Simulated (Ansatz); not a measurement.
# BH2SCl (SMILES SBCl) at wB97M-V/STO-3G

Aim: the electronic atomisation energy of BH2SCl at wB97M-V/STO-3G, from 5 runs. 

The calculation is run with Ansatz 0.2.0.

61 further runs of the same task are left out: 1 that didn't finish, 60 set aside as unsound or not needed.

### Step 1. The molecule

The species is BH2SCl (5 atoms), meant as a singlet with charge 0. SMILES: `SBCl`. The shape is that of a PBE0-D4/def2-TZVP optimisation. This is one conformer, not always the lowest.

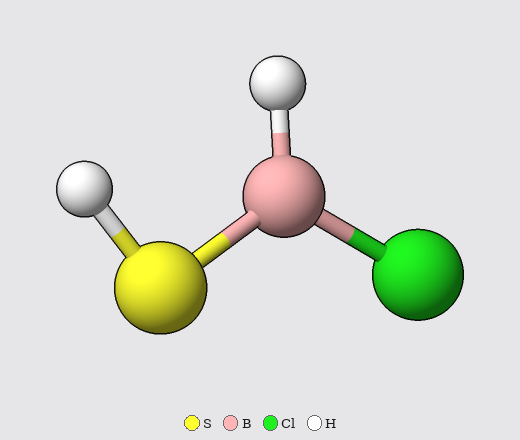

The structure, seen from a chosen angle (sulfur yellow, boron pink, chlorine green, hydrogen white).

### Step 2. The energy at wB97M-V/STO-3G

Input file input.yaml:

```yaml
crystal:
  periodic: [false, false, false]
  atoms:
    - {symbol: S, position_ang: [-1.294500, -0.008800, -0.323500]}
    - {symbol: B, position_ang: [0.402900, -0.217800, 0.164700]}
    - {symbol: Cl, position_ang: [0.888700, -1.738900, 0.868900]}
    - {symbol: H, position_ang: [-1.157600, 1.248200, -0.777100]}
    - {symbol: H, position_ang: [1.210400, 0.643400, 0.025700]}
basis:
  gaussian:
    orbitals: STO-3G
hamiltonian:
  xc: {name: wB97M-V}
accuracy: high
```

Run with:

```console
$ ansatz run input.yaml --threads 1 --pin off --max-ram 2610MiB --events-out events.jsonl --progress --plain --runs-dir runs
```

Log:

```text
Warning: RAYON_NUM_THREADS=1 ignored (pool sized by the plan → 1); use --threads N
Functional definition: wB97M-V
  name "wB97M-V"
  parameter omega = 0.3/bohr
  parameter cx = 0.15
  parameter cx01 = 1.007
  parameter cx10 = 0.259
  parameter css00 = 0.443
  parameter css04 = -1.437
  parameter css10 = -4.535
  parameter css20 = -3.390
  parameter css43 = 4.278
  parameter cos00 = 1.000
  parameter cos10 = 1.358
  parameter cos20 = 2.924
  parameter cos21 = -8.812
  parameter cos60 = -1.390
  parameter cos61 = 9.142
  parameter b = 6.0
  parameter c = 0.01
  gx(w, u) = 1 - cx + cx01*u + cx10*w
  gss(w, u) = css00 + css04*u^4 + css10*w + css20*w^2 + css43*w^4*u^3
  gos(w, u) = cos00 + cos10*w + (cos20 + cos21*u)*w^2 + (cos60 + cos61*u)*w^6
  exchange = spin_sum(e_x_unif_sr(omega)*gx(b97_w, b97_u_x)) + cx*exact_x_sr(omega) + exact_x_lr(omega)
  correlation = spin_sum(e_c_pw_mod_same_spin*gss(b97_w, b97_u_same))
      + integral(e_c_pw_mod_opposite_spin*gos(b97_w_opposite, b97_u_opposite)) + vv10(b, c)
450 factors; integrals over basis functions are off by at most 2.0e-8 eV
166 factors; integrals over basis functions are off by at most 8.0e-10 eV
mean field evaluation 1: about -23804.3688 eV, gradient 2.0e1 eV
mean field evaluation 2: about -23805.5252 eV, gradient 1.3e1 eV
mean field evaluation 4: about -23806.1159 eV, gradient 2.5e-1 eV
mean field evaluation 8: about -23806.0852 eV, gradient 1.8e-3 eV
mean field evaluation 16: about -23806.0852 eV, gradient 1.4e-7 eV
mean field -23806.08519715 eV, -874.8574946513 hartree, gradient 2.9e-8 eV, S^2 0.000000; 0 other end points of the search recorded, 0 dependent functions left out
reference -23806.08519936 eV, -874.8574947323 hartree; 20, 20 occupied and 5, 5 virtual orbitals, 450 factors
Total energy: -23806.08519936 eV, -874.8574947323 hartree
```

It took 23 s on 1 thread of Arm Neoverse V1, shared host; peak memory 0.29 GiB.

### Step 3. The B atom

Input file job.yaml:

```yaml
crystal:
  periodic: [false, false, false]
  atoms:
    - {symbol: B, position_ang: [0.000000, 0.000000, 0.000000]}
basis:
  gaussian:
    orbitals: STO-3G
accuracy: high
magnetization:
  spin_polarized: true
  initial_magnetization: 1
hamiltonian:
  xc: {name: wB97M-V}
```

Run the same way, it converges to -24.27434 Eh (log not shown).

### Step 4. The Cl atom at the same level

Input file input.yaml:

```yaml
crystal:
  periodic: [false, false, false]
  atoms:
    - {symbol: Cl, position_ang: [0.000000, 0.000000, 0.000000]}
basis:
  gaussian:
    orbitals: STO-3G
magnetization:
  spin_polarized: true
  initial_magnetization: 1
hamiltonian:
  xc: {name: wB97M-V}
accuracy: high
```

Run the same way, it converges to -455.16968 Eh (log not shown).

### Step 5. The H atom, same level

Input file input.yaml:

```yaml
crystal:
  periodic: [false, false, false]
  atoms:
    - {symbol: H, position_ang: [0.000000, 0.000000, 0.000000]}
basis:
  gaussian: {orbitals: STO-3G}
magnetization: {spin_polarized: true, initial_magnetization: 1}
hamiltonian: {xc: {name: wB97M-V}}
accuracy: high
```

Run with:

```console
$ ansatz run input.yaml --threads 1 --pin off --max-ram 2610MiB --events-out events.jsonl --progress --plain --runs-dir runs
```

Log, shortened:

```text
Warning: RAYON_NUM_THREADS=1 ignored (pool sized by the plan → 1); use --threads N
Functional definition: wB97M-V
  name "wB97M-V"
[...]
  gx(w, u) = 1 - cx + cx01*u + cx10*w
  gss(w, u) = css00 + css04*u^4 + css10*w + css20*w^2 + css43*w^4*u^3
  gos(w, u) = cos00 + cos10*w + (cos20 + cos21*u)*w^2 + (cos60 + cos61*u)*w^6
[...]
      + integral(e_c_pw_mod_opposite_spin*gos(b97_w_opposite, b97_u_opposite)) + vv10(b, c)
1 factors; integrals over basis functions are off by at most 4.6e-10 eV
1 factors; integrals over basis functions are off by at most 2.9e-10 eV
[...]
mean field -12.42314868 eV, -0.4565422933 hartree, gradient 0.0e0 eV, S^2 0.750000; 0 other end points of the search recorded, 0 dependent functions left out
reference -12.42314998 eV, -0.4565423410 hartree; 1, 0 occupied and 0, 1 virtual orbitals, 1 factors
Total energy: -12.42314998 eV, -0.4565423410 hartree
```

Run time: 0.38 s. Hardware: 1 thread of Arm Neoverse V1, shared host.

### Step 6. The S atom, same level

Input file run.yaml:

```yaml
crystal:
  periodic: [false, false, false]
  atoms:
    - {symbol: S, position_ang: [0.000000, 0.000000, 0.000000]}
basis:
  gaussian: {orbitals: STO-3G}
magnetization: {spin_polarized: true, initial_magnetization: 2}
hamiltonian: {xc: {name: wB97M-V}}
accuracy: high
```

Run the same way, it converges to -393.70975 Eh (log not shown).

### Step 7. What came out

At wB97M-V/STO-3G:

| quantity | value |
| --- | --- |
| molecule: total energy | -874.85749 Eh |
| B atom: total energy | -24.27434 Eh |
| B atom: ⟨S²⟩ | 0.750 |
| Cl atom: total energy | -455.16968 Eh |
| Cl atom: ⟨S²⟩ | 0.750 |
| H atom: total energy | -0.45654 Eh |
| H atom: ⟨S²⟩ | 0.750 |
| S atom: total energy | -393.70975 Eh |
| S atom: ⟨S²⟩ | 2.000 |
| electronic atomisation energy | 21.514 eV |

**Reading.** Taking the molecule apart into free atoms costs 21.51 eV (2076 kJ/mol), before zero-point energy and without spin-orbit coupling. In a minimal basis such a difference can be off by several eV, whatever the method.
